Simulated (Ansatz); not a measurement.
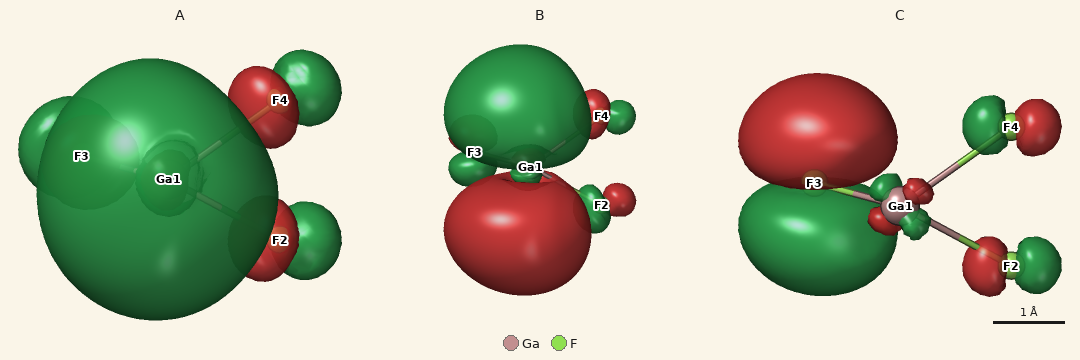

*F$_{3}$Ga (triplet). Three frontier orbitals at ±0.08 Å⁻³ᐟ² (green and red are the two phases), in no order.*

Geometry: PBE-D4/def2-TZVP.

Level of theory: UKS PBE0-D4/def2-TZVP in Ansatz 0.2.0.

Order the three orbitals by energy and name them. All are α orbitals.

Answer. C is the HOMO−1 (α) (−11.27 eV). Its weight (Hirshfeld) is mainly on F3 (about 90 %); largely a lone pair of F3. A is the HOMO (α) (−7.93 eV). Its weight (Hirshfeld) is mainly on Ga1 (about 75 %) and F3 (about 15 %). B is the LUMO (α) (−1.07 eV). By Hirshfeld shares it lies mainly on Ga1 (about 85 %).

What is the gap between the highest occupied and lowest empty α orbitals?

Answer. 6.86 eV between the orbital energies.
